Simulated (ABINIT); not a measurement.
# Beyond one shot: AlN (P6_3mc)

Aim: iterate the self-energy on AlN (P6_3mc) and follow the gap from cycle to cycle.

Main program and level: ABINIT 10.8.3; PBE and many-body steps on it, plane waves.

The database entry behind the starting cell differs from later determinations by our own check (inner coordinate u about 0.002 short), so it need not match the best structure at ambient conditions.

### Step 1. Set-up

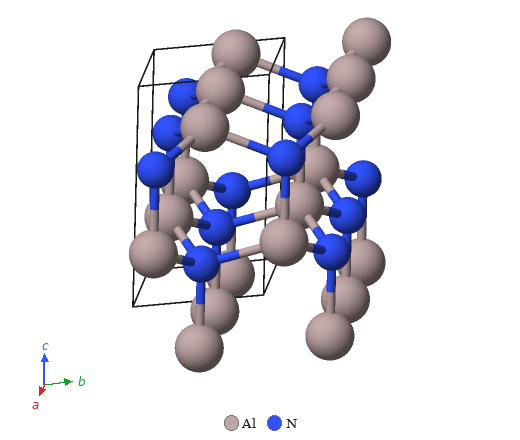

The cell as given, slightly off an axis (aluminium light grey, nitrogen blue). 3×2×1 cells are drawn. Some periodic images of atoms are drawn too.

As a file:

```cif
data_structure
_symmetry_space_group_name_H-M 'P6_3mc'
_symmetry_Int_Tables_number 186
_cell_length_a 3.1130
_cell_length_b 3.1130
_cell_length_c 4.9810
_cell_angle_alpha 90.000
_cell_angle_beta 90.000
_cell_angle_gamma 120.000
_cell_volume 41.80
loop_
_atom_site_label
_atom_site_type_symbol
_atom_site_symmetry_multiplicity
_atom_site_Wyckoff_symbol
_atom_site_fract_x
_atom_site_fract_y
_atom_site_fract_z
_atom_site_occupancy
Al1 Al 2 b 0.33333 0.66667 0.00000 1
N1 N 2 b 0.33333 0.66667 0.38000 1
```

The cell and positions come from the Crystallography Open Database and are kept as given unless a step says otherwise.

### Step 2. Empty states on the mesh, 6×6×4 mesh, 169 bands

This step: ABINIT 10.8.3; DFT, PBE, plane waves, norm-conserving pseudopotentials.

The sums over transitions need many empty states on a uniform mesh; this step solves for them.

The input, run.abi:

```
acell 3*1.0 Angstrom
rprim 
  3.113000000011 -0.000000000003 0.000000000000
  -1.556500000003 2.695937081992 0.000000000000
  0.000000000000 0.000000000000 4.981000000000
ntypat 2
znucl 13 7
natom 4
typat 1 1 2 2
xred 
  0.333333333333 0.666666666667 0.000000000000
  0.666666666667 0.333333333333 0.500000000000
  0.333333333333 0.666666666667 0.380000000000
  0.666666666667 0.333333333333 0.880000000000
pp_dirpath "pseudos"
pseudos "Al.upf, N.upf"
ecut 36
ngkpt 6 6 4
nshiftk 1
shiftk 0 0 0
kptopt 1
chksymbreak 0
irdden 1
istwfk *1
nband 169
prtvol 0
optdriver 6
gwr_task "HDIAGO"
paral_kgb 0
occopt 1
indata_prefix "in"
outdata_prefix "out"
tmpdata_prefix "tmp"
```

Run with:

```console
OMP_NUM_THREADS=1 mpirun -n 8 abinit run.abi > log
```

The program printed:

```text
.Version 10.8.3 of ABINIT. v10.8.2 released Aug 2026.

 Symmetries : space group P6_3 m c (#186); Bravais hP (primitive hexag.)
[... echo of the input left out ...]
== DATASET  1 ==================================================================
-   mpi_nproc: 8, omp_nthreads: 1 (-1 if OMP is not activated)

--- !DatasetInfo
iteration_state: {dtset: 1, }
dimensions: {natom: 4, nkpt: 21, mband: 169, nsppol: 1, nspinor: 1, nspden: 1, mpw: 2934, }
cutoff_energies: {ecut:  36.0, pawecutdg:  -1.0, }
[...]
Direct band gap semiconductor
 Fundamental gap:     4.220 (eV)
   VBM:     5.314 (eV) at k: [ 0.0000E+00,  0.0000E+00,  0.0000E+00]
   CBM:     9.535 (eV) at k: [ 0.0000E+00,  0.0000E+00,  0.0000E+00]
 Direct gap:         4.220 (eV) at k: [ 0.0000E+00,  0.0000E+00,  0.0000E+00]

== END DATASET(S) ==============================================================
================================================================================

 -outvars: echo values of variables after computation  --------
           etotal      0.0000000000E+00
            nband         169
             nkpt          21
          spgroup         186
 [... the other variables as echoed above ...]

 Calculation completed.
```

Wall time 32 s (8 MPI ranks of Intel Xeon 6975P-C (Granite Rapids), shared host); peak memory 4.2 GiB; 4.3 min of CPU time.

This step gave:

```yaml
gap: 4.220 eV
k_of_the_valence_top: 0, 0, 0
k_of_the_conduction_bottom: 0, 0, 0
least_direct_gap: 4.220 eV
k_points_computed: 21
lowest_point_of_the_top_converged_band_above_the_valence_top: 122.9230 eV
```

On this mesh the gap is 4.220 eV.

The density comes from a self-consistent run that is not shown.

### Step 3. Screening, 6×6×4 mesh, 161 bands, screening to 195.9 eV

The RPA dielectric matrix is built and inverted for each q.

This step: RPA screening on PBE, plane waves, norm-conserving pseudopotentials.

Edit run.abi of step 2 so:

```diff
@@ -22,10 +22,11 @@
 chksymbreak 0
-irdden 1
 istwfk *1
-nband 169
-prtvol 0
-optdriver 6
-gwr_task "HDIAGO"
-paral_kgb 0
 occopt 1
+irdwfk 1
+optdriver 3
+nband 161
+ecuteps 7.2
+inclvkb 2
+awtr 1
+symchi 1
 indata_prefix "in"
```

The program printed:

```text
.Version 10.8.3 of ABINIT. v10.8.2 released Aug 2026.

 Symmetries : space group P6_3 m c (#186); Bravais hP (primitive hexag.)
[... echo of the input left out ...]
== DATASET  1 ==================================================================
-   mpi_nproc: 8, omp_nthreads: 1 (-1 if OMP is not activated)

--- !DatasetInfo
iteration_state: {dtset: 1, }
dimensions: {natom: 4, nkpt: 21, mband: 161, nsppol: 1, nspinor: 1, nspden: 1, mpw: 2934, }
cutoff_energies: {ecut:  36.0, pawecutdg:  -1.0, }
electrons: {nelect:   1.60000000E+01, charge:   0.00000000E+00, occopt:   1.00000000E+00, tsmear:   1.00000000E-02, }

 SCREENING: Calculation of the susceptibility and dielectric matrices

 Based on a program developped by R.W. Godby, V. Olevano, G. Onida, and L. Reining.
 Incorporated in ABINIT by V. Olevano, G.-M. Rignanese, and M. Torrent.
.Using double precision arithmetic ; gwpc =  8

[... cell and pseudopotentials left out ...]
--------------------------------------------------------------------------------

 ==== K-mesh for the wavefunctions ====
 Number of points in the irreducible wedge :    21
[... list of points left out ...]
 Together with 12 symmetry operations and time-reversal symmetry
 yields   144 points in the full Brillouin Zone.

 ==== Q-mesh for the screening function ====
 Number of points in the irreducible wedge :    21
[... list of points left out ...]
 Together with 12 symmetry operations and time-reversal symmetry
 yields   144 points in the full Brillouin Zone.

 setmesh: FFT mesh size selected  =    20x   20x   40
          total number of points  =        16000

 vcoul_init : cutoff-mode = AUXILIARY_FUNCTION
 q-points for optical limit:   1
     1)      0.000010    0.000020    0.000030

- screening: taking advantage of time-reversal symmetry
- Maximum band index for partially occupied states nbvw = 8
- Remaining bands to be divided among processors   nbcw = 153
- Number of bands treated by each node ~19

 Number of electrons calculated from density =   16.0000; Expected =   16.0000
 average of density, n =  0.056718
 r_s =    1.6146
 omega_plasma =   22.9728 [eV]

 calculating chi0 at frequencies [eV] :
  1    0.000000E+00    0.000000E+00
  2    0.000000E+00    2.297283E+01

--------------------------------------------------------------------------------
  q-point number  1        q = ( 0.000000, 0.000000, 0.000000) [r.l.u.]
--------------------------------------------------------------------------------
[... chi0 elements left out ...]
 For q-point:  0.000010 0.000020 0.000030
  dielectric constant =   4.2148
  dielectric constant without local fields =   4.6423

  Average fulfillment of the sum rule on Im[epsilon] for q-point    1 :     88.29  [%]
[... wings left out ...]
  q-point number  2        q = ( 0.166667, 0.000000, 0.000000) [r.l.u.]
--------------------------------------------------------------------------------
[... chi0 elements left out ...]
  Average fulfillment of the sum rule on Im[epsilon] for q-point    2 :     93.38  [%]

 [... 19 further q-points ...]
```

Wall time 64 s (8 MPI ranks); peak memory 2.1 GiB; 8.5 min of CPU time.

Numbers from this step:

```yaml
eps_infinity_with_local_fields_on_this_mesh_along_the_program_s_q_direction: 4.215
the_same_without_local_fields: 4.642
plasma_frequency: 22.97 eV
plane_waves_in_the_screening_matrix: 263
```

Local fields lower ε∞ by 9 %.

### Step 4. G0W0

The self-energy is evaluated for the states that the input lists, and the levels follow from it, in one-shot runs by the linearised quasiparticle equation.

This step: G0W0 on PBE, plane waves, norm-conserving pseudopotentials.

Edit run.abi of step 3 so:

```diff
@@ -25,8 +25,15 @@
 irdwfk 1
-optdriver 3
+optdriver 4
 nband 161
+gwcalctyp 0
+ecutsigx 36
+symsigma 1
+nkptgw 1
+kptgw 
+  0.0000000000 0.0000000000 0.0000000000
+bdgw 
+  6 10
 ecuteps 7.2
-inclvkb 2
-awtr 1
-symchi 1
+irdscr 1
+ppmodel 1
 indata_prefix "in"
```

The program printed:

```text
.Version 10.8.3 of ABINIT. v10.8.2 released Aug 2026.

 Symmetries : space group P6_3 m c (#186); Bravais hP (primitive hexag.)
[... echo of the input left out ...]
== DATASET  1 ==================================================================
-   mpi_nproc: 8, omp_nthreads: 1 (-1 if OMP is not activated)

--- !DatasetInfo
iteration_state: {dtset: 1, }
dimensions: {natom: 4, nkpt: 21, mband: 161, nsppol: 1, nspinor: 1, nspden: 1, mpw: 2934, }
cutoff_energies: {ecut:  36.0, pawecutdg:  -1.0, }
electrons: {nelect:   1.60000000E+01, charge:   0.00000000E+00, occopt:   1.00000000E+00, tsmear:   1.00000000E-02, }

 SIGMA: Calculation of the GW corrections

 Based on a program developped by R.W. Godby, V. Olevano, G. Onida, and L. Reining.
 Incorporated in ABINIT by V. Olevano, G.-M. Rignanese, and M. Torrent.
.Using double precision arithmetic ; gwpc =  8

[... cell and pseudopotentials left out ...]
--------------------------------------------------------------------------------

 ==== K-mesh for the wavefunctions ====
 Number of points in the irreducible wedge :    21
[... list of points left out ...]
 Together with 12 symmetry operations and time-reversal symmetry
 yields   144 points in the full Brillouin Zone.

 ==== Q-mesh for screening function ====
 Number of points in the irreducible wedge :    21
[... list of points left out ...]
 Together with 12 symmetry operations and time-reversal symmetry
 yields   144 points in the full Brillouin Zone.

 vcoul_init : cutoff-mode = AUXILIARY_FUNCTION
 q-points for optical limit:   1
     1)      0.000010    0.000020    0.000030
 setmesh: FFT mesh size selected  =    27x   27x   54
          total number of points  =        39366

 Number of electrons calculated from density =   16.0000; Expected =   16.0000
 average of density, n =  0.056718
 r_s =    1.6146
 omega_plasma =   22.9728 [eV]

 === KS Band Gaps ===
  >>>> For spin  1
   Minimum direct gap =   4.2205 [eV], located at k-point      :   0.0000  0.0000  0.0000
   Fundamental gap    =   4.2205 [eV], Top of valence bands at :   0.0000  0.0000  0.0000
                                       Bottom of conduction at :   0.0000  0.0000  0.0000
 SIGMA fundamental parameters:
 PLASMON POLE MODEL  1
 number of plane-waves for SigmaX                 2863
 number of plane-waves for SigmaC and W            263
 number of plane-waves for wavefunctions          2863
 number of bands                                   161
 number of independent spin polarizations            1
 number of spinorial components                      1
 number of k-points in IBZ                          21
 number of q-points in IBZ                          21
 number of symmetry operations                      12
 number of k-points in BZ                          144
 number of q-points in BZ                          144
 number of frequencies for dSigma/dE                 9
 frequency step for dSigma/dE [eV]                0.25
 number of omega for Sigma on real axis              0
 max omega for Sigma on real axis  [eV]           0.00
 zcut for avoiding poles [eV]                     0.10

 EPSILON^-1 parameters (SCR file):
 dimension of the eps^-1 matrix on file            263
 dimension of the eps^-1 matrix used               263
 number of plane-waves for wavefunctions          2863
 number of bands                                   161
 number of q-points in IBZ                          21
 number of frequencies                               2
 number of real frequencies                          1
 number of imag frequencies                          1

 matrix elements of self-energy operator (all in [eV])

 Perturbative Calculation

--- !SelfEnergy_ee
iteration_state: {dtset: 1, }
kpoint     : [   0.000,    0.000,    0.000, ]
spin       : 1
KS_gap     :    4.220
QP_gap     :    5.604
Delta_QP_KS:    1.384
data: !SigmaeeData |
     Band     E0 <VxcDFT>   SigX SigC(E0)      Z dSigC/dE  Sig(E)    E-E0       E
        6   5.135 -16.968 -20.992   3.008   0.787  -0.270 -17.768  -0.800   4.335
        7   5.135 -16.968 -20.992   3.008   0.787  -0.270 -17.768  -0.800   4.335
        8   5.314 -17.078 -21.024   2.965   0.787  -0.270 -17.850  -0.772   4.542
        9   9.535 -12.527  -8.048  -3.731   0.818  -0.223 -11.916   0.611  10.146
       10  11.990 -10.836  -5.799  -4.261   0.827  -0.209 -10.195   0.641  12.632

== END DATASET(S) ==============================================================
================================================================================

 -outvars: echo values of variables after computation  --------
           etotal      0.0000000000E+00
            nband         161
             nkpt          21
          spgroup         186
 [... the other variables as echoed above ...]

 Calculation completed.
```

Wall time 6.8 s (8 MPI ranks); peak memory 2.2 GiB.

This step gave:

| Item | Value |
| --- | --- |
| G0W0 gap on the points computed | 5.604 eV |
| starting gap on the mesh | 4.220 eV |
| k of the valence top | 0, 0, 0 |
| k of the conduction bottom | 0, 0, 0 |
| Z at the valence top | 0.787 |
| Z at the conduction bottom | 0.818 |
| least direct G0W0 gap on the computed points | 5.604 eV |

The gap on the mesh goes from 4.22 eV to 5.60 eV, a correction of +1.38 eV.

[end of part 1 of 2]

[Paths, hosts, dates, memory and timing lines, banners, echoed tables and standing remarks are left out of the program output.]

[Logs are printed without paths, hosts, clocks, repeated set-up lines and the standing remarks that a program may print on its own settings, such as how far it seeks lower states.]

[Runs of the session that timed out or met a known fault of the program may be left out.]

[Hosts, paths, dates, database ids (printed as entryN), source tags and the programs' standing remarks are cut or masked in the printed files.]

[G0W0 gaps are taken among the corrected bands and points alone; a level outside them can change the order at an edge.]

[Where Ansatz stands beside ABINIT at settings called matched, ABINIT's density can come from a denser mesh and the files from another edition; pairs whose starting gaps differed by over 0.03 eV were left out, so agreement reads better than it is.]
